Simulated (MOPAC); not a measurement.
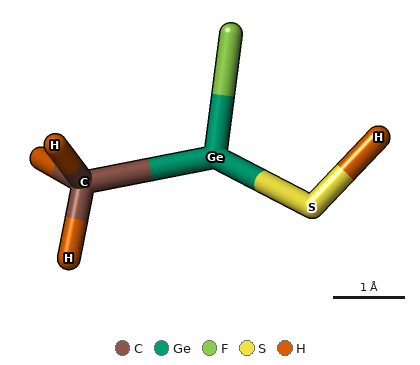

**Figure 1.** The input geometry (stick view, seen at a tilt). Sticks mark near contacts. Bond lengths as drawn: C–Ge 1.90 Å, C–H 1.10 Å, F–Ge 1.74 Å, Ge–S 2.20 Å and H–S 1.36 Å.

**Run report: CH4FGeS, single-point calculation**

CH4FGeS, multiplicity 2, computed with PM6-D3, ROHF, dispersion D3 (MOPAC 23.2.5).

The geometry was optimised with PM6-D3.

### Input (calc.mop)
```
PM6-D3 RHF DOUBLET 1SCF AUX(PRECISION=9) THREADS=1
job CH4FGeS

C -0.075188 1 1.196286 1 -0.609541 1
Ge 0.475505 1 -0.580414 1 -0.224019 1
F 1.763932 1 -0.517360 1 0.949688 1
S -1.015923 1 -1.941426 1 0.641769 1
H -0.952479 1 1.233880 1 -1.266724 1
H -0.335929 1 1.730771 1 0.317371 1
H 0.719505 1 1.781550 1 -1.092299 1
H -0.238741 1 -2.699673 1 1.456174 1
```

Command:
```bash
mopac calc.mop
```

### The program's output
```
MOPAC v23.2.5
PM6-D3 CALCULATION RESULTS

 *  PM6-D3     - CORRECT DISPERSION USING D3 METHOD
 *  DOUBLET    - SPIN STATE DEFINED AS A DOUBLET
 *  RHF        - RESTRICTED HARTREE-FOCK CALCULATION
 *  1SCF       - DO 1 SCF AND THEN STOP
 *  THREADS=1  - MULTI-THREADING NOT USED
 *  AUX        - OUTPUT AUXILIARY INFORMATION
PM6-D3 RHF DOUBLET 1SCF AUX(PRECISION=9) THREADS=1
 job CH4FGeS

   ATOM   CHEMICAL          X               Y               Z
  NUMBER   SYMBOL      (ANGSTROMS)     (ANGSTROMS)     (ANGSTROMS)

     1       C         -0.07518800  *   1.19628600  *  -0.60954100  *
     2      Ge          0.47550500  *  -0.58041400  *  -0.22401900  *
     3       F          1.76393200  *  -0.51736000  *   0.94968800  *
     4       S         -1.01592300  *  -1.94142600  *   0.64176900  *
     5       H         -0.95247900  *   1.23388000  *  -1.26672400  *
     6       H         -0.33592900  *   1.73077100  *   0.31737100  *
     7       H          0.71950500  *   1.78155000  *  -1.09229900  *
     8       H         -0.23874100  *  -2.69967300  *   1.45617400  *

          CARTESIAN COORDINATES

    NO.       ATOM           X           Y           Z

     1         C         -0.0752      1.1963     -0.6095
     2        Ge          0.4755     -0.5804     -0.2240
     3         F          1.7639     -0.5174      0.9497
     4         S         -1.0159     -1.9414      0.6418
     5         H         -0.9525      1.2339     -1.2667
     6         H         -0.3359      1.7308      0.3174
     7         H          0.7195      1.7815     -1.0923
     8         H         -0.2387     -2.6997      1.4562

           Empirical Formula: C H4 Ge F S  =     8 atoms

      MOLECULAR POINT GROUP   :   C1

 DOUBLET STATE CALCULATION

      THERE ARE   12 DOUBLY FILLED LEVELS

      RHF CALCULATION, NO. OF DOUBLY OCCUPIED LEVELS = 12

                       NO. OF SINGLY OCCUPIED LEVELS =    1

 -------------------------------------------------------------------------------
 PM6-D3 RHF DOUBLET 1SCF AUX(PRECISION=9) THREADS=1
 job CH4FGeS

     1SCF WAS SPECIFIED, SO BFGS WAS NOT USED
     SCF FIELD WAS ACHIEVED

                              PM6-D3 CALCULATION

          FINAL HEAT OF FORMATION =        -64.63098 KCAL/MOL =    -270.41601 KJ/MOL

          COSMO AREA              =        124.34 SQUARE ANGSTROMS
          COSMO VOLUME            =        114.93 CUBIC ANGSTROMS

          IONIZATION POTENTIAL    =          7.721503 EV          STATE:   1 DOUBLET A
          HOMO (SOMO) LUMO (EV)   =       -9.766 ( -4.762) -0.277
          NO. OF FILLED LEVELS    =         12
          AND NO. OF OPEN LEVELS  =          1
          MOLECULAR WEIGHT        =        139.6910         POINT GROUP:  C1

          MOLECULAR DIMENSIONS (Angstroms)

            Atom       Atom       Distance
            H     8    H     7     5.24350
            H     5    F     3     3.32301
            H     6   Ge     2     1.88502

          SCF CALCULATIONS        =          1

          WALL-CLOCK TIME         =      0.016 SECONDS
          COMPUTATION TIME        =      0.015 SECONDS

   ATOM   CHEMICAL          X               Y               Z
  NUMBER   SYMBOL      (ANGSTROMS)     (ANGSTROMS)     (ANGSTROMS)

     1       C         -0.07518800  *   1.19628600  *  -0.60954100  *
     2      Ge          0.47550500  *  -0.58041400  *  -0.22401900  *
     3       F          1.76393200  *  -0.51736000  *   0.94968800  *
     4       S         -1.01592300  *  -1.94142600  *   0.64176900  *
     5       H         -0.95247900  *   1.23388000  *  -1.26672400  *
     6       H         -0.33592900  *   1.73077100  *   0.31737100  *
     7       H          0.71950500  *   1.78155000  *  -1.09229900  *
     8       H         -0.23874100  *  -2.69967300  *   1.45617400  *

                             CARTESIAN COORDINATES

   1    C       -0.075188000     1.196286000    -0.609541000
   2   Ge        0.475505000    -0.580414000    -0.224019000
   3    F        1.763932000    -0.517360000     0.949688000
   4    S       -1.015923000    -1.941426000     0.641769000
   5    H       -0.952479000     1.233880000    -1.266724000
   6    H       -0.335929000     1.730771000     0.317371000
   7    H        0.719505000     1.781550000    -1.092299000
   8    H       -0.238741000    -2.699673000     1.456174000

           Empirical Formula: C H4 Ge F S  =     8 atoms

      MOLECULAR POINT GROUP   :   C1

                  EIGENVALUES
 -38.31575 -29.71204 -25.06815 -16.97682 -14.87757 -14.73182 -14.56465 -14.17547
 -13.62568 -12.38443 -10.77833  -9.76579  -4.76219  -0.27684   0.08613   0.83797
   1.29687   1.50173   1.53905   1.54275   1.78521   3.31197   5.19166   5.19592
   6.31759

              NET ATOMIC CHARGES AND DIPOLE CONTRIBUTIONS

  ATOM NO.   TYPE          CHARGE      No. of ELECS.   s-Pop       p-Pop       d-Pop
    1          C          -0.706866        4.7069     1.10139     3.60548
    2         Ge           0.843558        3.1564     1.36649     1.78995
    3          F          -0.476338        7.4763     1.96294     5.51340
    4          S          -0.462625        6.4626     1.92636     4.42860     0.10767
    5          H           0.187390        0.8126     0.81261
    6          H           0.196759        0.8032     0.80324
    7          H           0.192587        0.8074     0.80741
    8          H           0.225535        0.7745     0.77447
 DIPOLE           X         Y         Z       TOTAL
 POINT-CHG.    -0.364     0.554    -2.710     2.790
 HYBRID        -0.510     0.821     1.127     1.485
 SUM           -0.874     1.375    -1.583     2.272

          ATOMIC ORBITAL ELECTRON POPULATIONS

     Atom    s        px        py        pz      x^2-y^2     xz        z^2       yz        xy
    1  C   1.10139   1.20525   1.18727   1.21296
    2 Ge   1.36649   0.47883   0.71634   0.59478
    3  F   1.96294   1.75751   1.97712   1.77876
    4  S   1.92636   1.34818   1.51147   1.56894   0.00377   0.03624   0.00397   0.02748   0.03621
    5  H   0.81261
    6  H   0.80324
    7  H   0.80741
    8  H   0.77447

 *                    *
 * JOB ENDED NORMALLY *
 *                    *

 TOTAL JOB TIME:             0.02 SECONDS

 == MOPAC DONE ==
```

### Results in brief

```json
{"quantity": "outcome", "value": "converged"}
{"quantity": "heat of formation", "value": "−64.63 kcal/mol"}
{"quantity": "basis functions", "value": "25"}
{"quantity": "dipole moment", "value": "2.27 D"}
{"quantity": "hardware", "value": "1 thread of Arm Neoverse V1, 24 GiB of memory available, shared host"}
{"quantity": "peak memory", "value": "0.074 GiB"}
```

### Remarks

MOPAC's energies along a path are heats of formation.
